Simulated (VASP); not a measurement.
Band structure of HfS2 (1T layered). Computed with optB86b-vdW, VASP's PBE PAW potentials (set 64) (plane waves; VASP).

Unless said otherwise, spin-orbit coupling is left out, though it shifts the bands of the heavy elements here.

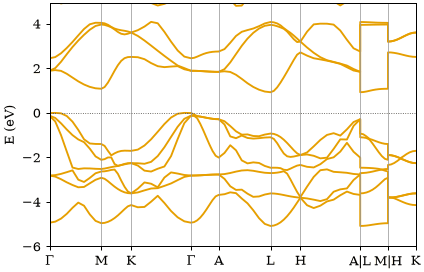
Figure. Bands along high-symmetry lines, zero at the valence-band maximum or, without a gap, the Fermi level

Read the plot: is there a gap, and where are the band edges?

The gap is indirect, 0.93 eV, from the valence maximum at K-Γ at 0.89 to the conduction minimum at L. (Edges off the drawn lines would not show.)

Measured: gap 1.80 eV (computed value off by -0.87 eV), as given by Miłosz Rybak et al., Nanomaterials (2022), arXiv:2210.12074.

The compound is HfS2 in the 1T layered structure. It was relaxed first.
